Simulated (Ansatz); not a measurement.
## Convergence study of the plane-wave cutoff for LuAu (P4mm, 2 atoms in the cell)

```xyz
2
Lattice="3.5141 0.0000 0.0000 0.0000 3.5141 0.0000 0.0000 0.0000 3.5141" Properties=species:S:1:pos:R:3 pbc="T T T"
Lu     1.7571     1.7571     1.8071
Au     0.0000     0.0000     0.0000
```

Method of the run: PBEsol, default PAW files made with PBE (plane waves; Ansatz, a quantum-chemistry and plane-wave program).

Base settings: basis.ecutwfc = 420 eV; kpoints.mp_grid.grid = 9 9 9; hamiltonian.xc = pbesol; hamiltonian.pseudopotentials = {kind: paw} (the program's default PAW files); scf.occupations.method = fermi_dirac; scf.occupations.width = 0.1 eV.

The second cell is the first with its lattice scaled by 0.98.

The mesh stays at the base's, so the ladder's end is converged at best in this setting alone.

The first pressure column holds Ansatz's estimate of the finite-basis (Pulay) stress, which hides part of the cutoff error; the other is without it.

Only quantities that move along the ladder and can be compared are tabulated.

The count of work is k-points × plane waves × bands × iterations; it is no time. 

The starting cell comes from a database of computed structures (which also holds hypothetical and non-ambient phases and stackings), without a prior relaxation at this level. Its lattice was rescaled by up to half a per cent. One atom was moved a little off its site on purpose. In the base run, with a pressure of about -3 GPa the cell is away from its equilibrium volume at this level.

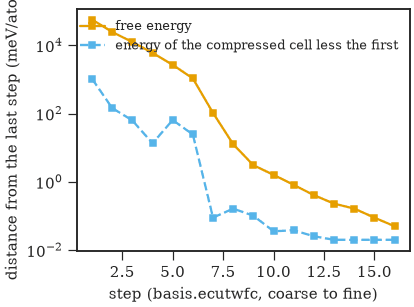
Fig. 1. Distance from the last step along the ladder; very small values are drawn at a floor.

```csv
basis.ecutwfc,free energy less the last step's (meV/atom),energy of the compressed cell less the first (meV/atom),pressure (GPa),pressure without the Pulay estimate (GPa),largest difference of a force vector from the last step's (eV/Å),count of work / last
145 eV,56836.14,-1045.36,-15.14,-1354.21,0.004,0.070
170 eV,24597.37,145.87,-1.51,-681.84,0.595,0.074
190 eV,12476.43,63.34,0.75,-406.99,0.095,0.10
210 eV,6022.07,-13.07,-1.24,-239.08,0.034,0.11
230 eV,2673.14,64.98,0.55,-131.14,0.000,0.12
250 eV,1072.13,24.77,-0.95,-64.88,0.107,0.14
295 eV,104.23,0.30,-3.01,-11.29,0.000,0.16
335 eV,12.68,0.23,-3.08,-4.02,0.000,0.20
380 eV,3.07,0.49,-3.03,-3.14,0.000,0.24
420 eV,1.60,0.43,-3.04,-3.09,0.000,0.27
460 eV,0.82,0.43,-3.04,-3.07,0.000,0.30
505 eV,0.41,0.41,-3.04,-3.05,0.000,0.37
565 eV,0.23,0.40,-3.04,-3.05,0.000,0.44
630 eV,0.16,0.39,-3.04,-3.04,0.000,0.50
735 eV,0.09,0.39,-3.04,-3.04,0.000,0.62
840 eV,0.04,0.39,-3.04,-3.04,0.000,0.76
1010 eV,0.00,0.39,-3.04,-3.04,0.000,1.0
```

Coarsest basis.ecutwfc that holds the free energy within 1 meV/atom of the last step, with all finer ones: 460 eV, at 0.30 of the last step's count of work; the step before is off by 1.6 meV/atom.

Coarsest basis.ecutwfc that holds the pressure within 0.05 GPa of the last step, with all finer ones: 295 eV, at 0.16 of the last step's count of work; the step before is off by 2.1 GPa.

Coarsest basis.ecutwfc that holds the energy of the compressed cell less the first within 2 meV/atom of the last step, with all finer ones: 295 eV, at 0.16 of the last step's count of work; the step before is off by 24 meV/atom.

The energy difference between the two cells stays within 1 meV/atom of the last step's from 295 eV on, the total only from 460 eV on: much of the error is common to both cells and cancels.

At the lowest cutoff the pressure without the Pulay estimate lies 1350 GPa under the last step's, the usual sign of Pulay stress in an incomplete plane-wave basis.

Keys are those of Ansatz 0.2.
